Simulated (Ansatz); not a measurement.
# Single-point calculation of CH₈BNOSi

- system: CH₈BNOSi, SMILES B[Si](C)(N)O
- method: RKS r2SCAN-D4/def2-TZVPP (Ansatz 0.2.0)

The geometry comes from this level: PBE0-D4/def2-TZVP. Figures and captions count atoms from 1; the log counts them from 0 in places.

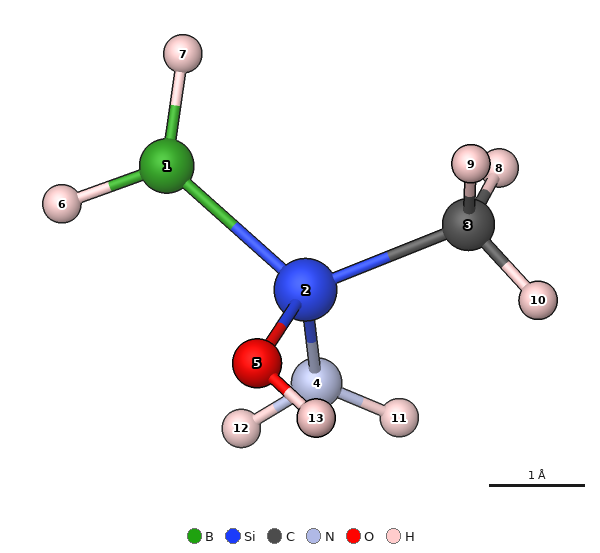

**Figure 1.** The input geometry (ball-and-stick view, seen at a tilt; atoms are numbered from 1 in the order of the input).

Summary:

| quantity | value |
| --- | --- |
| outcome | converged |
| total energy | −13258.8118 eV |
| mean-field energy | −13258.7447 eV |
| dispersion energy | −0.0670 eV |
| SCF solution under orbital rotations | stable |
| HOMO | −6.20 eV |
| LUMO | −2.53 eV |
| largest force (length of the vector) | 0.122 eV/Å |
| dipole moment | 2.27 D |
| hardware | 4 threads of Oxide Virtual Turin-like, 27 GiB of memory available, shared host |
| wall time | 4.7 s (CPU time 16 s) |
| peak memory | 0.42 GiB |

The input:
```yaml
crystal:
  periodic: [false, false, false]
  atoms:
    - {symbol: B, position_ang: [-0.594744, 1.002409, 1.677388]}
    - {symbol: Si, position_ang: [0.260080, 0.119440, 0.095149]}
    - {symbol: C, position_ang: [-0.726934, 0.050633, -1.490780]}
    - {symbol: N, position_ang: [0.469517, -1.519069, 0.571471]}
    - {symbol: O, position_ang: [1.658632, 0.977124, -0.155542]}
    - {symbol: H, position_ang: [-0.025962, 1.015802, 2.732535]}
    - {symbol: H, position_ang: [-1.694953, 1.475417, 1.660623]}
    - {symbol: H, position_ang: [-1.696558, -0.427004, -1.330571]}
    - {symbol: H, position_ang: [-0.907539, 1.056654, -1.876597]}
    - {symbol: H, position_ang: [-0.200093, -0.513164, -2.267528]}
    - {symbol: H, position_ang: [0.374359, -2.294523, -0.062383]}
    - {symbol: H, position_ang: [0.949475, -1.777843, 1.417152]}
    - {symbol: H, position_ang: [2.155121, 0.799325, -0.956217]}
basis:
  gaussian: {orbitals: def2-TZVPP}
hamiltonian: {xc: r2scan, dispersion: d4}
output: {forces: true, orbitals: {seedname: orbitals}}
```

The program's output:
```
Functional definition: r2SCAN
  name "r2SCAN"
  cite "Furness, Kaplan, Ning, Perdew & Sun, J. Phys. Chem. Lett. 11, 8208 (2020) doi:10.1021/acs.jpclett.0c02405"
  cite "Furness, Kaplan, Ning, Perdew & Sun, J. Phys. Chem. Lett. 11, 9248 (2020) doi:10.1021/acs.jpclett.0c03077"
  parent r2scan
  parameter k0 = 0.174
  parameter k1 = 0.065
  parameter a1 = 4.9479
  exchange = r2scan_x(k0 = k0, k1 = k1, a1 = a1)
  correlation = r2scan_c
1415 factors; their error is unknown
mean field evaluation 1: about -13241.1303 eV, gradient 9.7e1 eV
mean field evaluation 2: about -13194.4308 eV, gradient 1.5e2 eV
mean field evaluation 4: about -13258.5342 eV, gradient 9.8e0 eV
mean field evaluation 8: about -13258.7732 eV, gradient 1.3e-1 eV
mean field evaluation 16: about -13258.7447 eV, gradient 7.8e-3 eV
mean field -13258.74470365 eV, -487.2498807592 hartree, gradient 4.1e-5 eV, S^2 0.000000; 0 other end points of the search recorded, 0 dependent functions left out
the calculation of the forces begins
reference -13258.74471843 eV, -487.2498813024 hartree; 24, 24 occupied and 254, 254 virtual orbitals, 1415 factors
Total energy: -13258.81175229 eV, -487.2523447511 hartree
Atom 0 at    -0.594744     1.002409     1.677388 Å, force     0.005748    -0.018969    -0.021533 eV/Å
Atom 1 at     0.260080     0.119440     0.095149 Å, force    -0.081434     0.089518     0.018704 eV/Å
Atom 2 at    -0.726934     0.050633    -1.490780 Å, force     0.002114    -0.003519     0.013627 eV/Å
Atom 3 at     0.469517    -1.519069     0.571471 Å, force    -0.000998     0.010232     0.014404 eV/Å
Atom 4 at     1.658632     0.977124    -0.155542 Å, force     0.046026     0.023635     0.033676 eV/Å
Atom 5 at    -0.025962     1.015802     2.732535 Å, force    -0.018238     0.000047    -0.022384 eV/Å
Atom 6 at    -1.694953     1.475417     1.660623 Å, force     0.028690    -0.016926     0.014838 eV/Å
Atom 7 at    -1.696558    -0.427004    -1.330571 Å, force     0.010404     0.007693    -0.022419 eV/Å
Atom 8 at    -0.907539     1.056654    -1.876597 Å, force    -0.003844    -0.025824    -0.005289 eV/Å
Atom 9 at    -0.200093    -0.513164    -2.267528 Å, force    -0.015900     0.008271    -0.002689 eV/Å
Atom 10 at     0.374359    -2.294523    -0.062383 Å, force    -0.010111    -0.047073     0.005349 eV/Å
Atom 11 at     0.949475    -1.777843     1.417152 Å, force     0.014437    -0.032795     0.014354 eV/Å
Atom 12 at     2.155121     0.799325    -0.956217 Å, force     0.023105     0.005711    -0.040639 eV/Å
Dipole moment:     0.090335    -0.363947    -0.287133 e Å
```

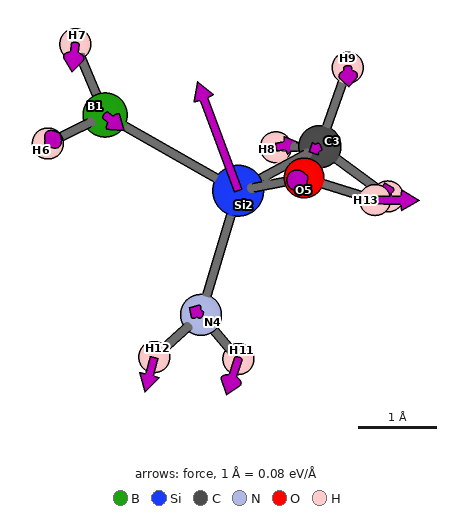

**Figure 2.** Forces on the atoms as pink arrows (ball-and-stick view, seen at a tilt; atoms are numbered from 1 in the order of the input). The largest act on Si2 (0.12 eV/Å); O5 (0.06 eV/Å); H11, H13 (0.05 eV/Å); H12 (0.04 eV/Å). The geometry is not a stationary point of this energy.

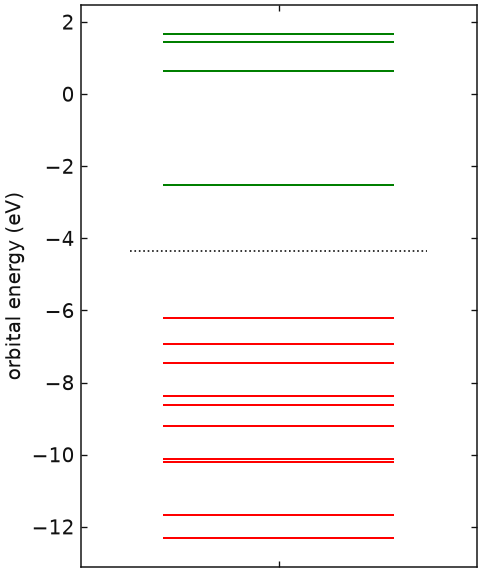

**Figure 3.** Orbital energies near the frontier; the dotted line parts filled from empty levels, and levels within 0.02 eV of each other stand side by side. Highest filled −6.20 eV, lowest empty −2.53 eV, 3.67 eV apart.

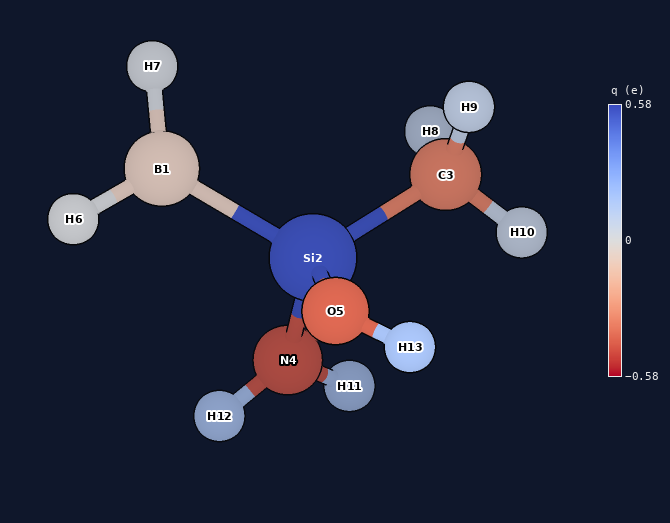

**Figure 4.** Mulliken charges, as the colour of each atom (ball-and-stick view, seen at a tilt; atoms are numbered from 1 in the order of the input). By element: B −0.07, Si +0.55, C −0.34, N −0.45, O −0.41 and H 0.00 to +0.18 e.
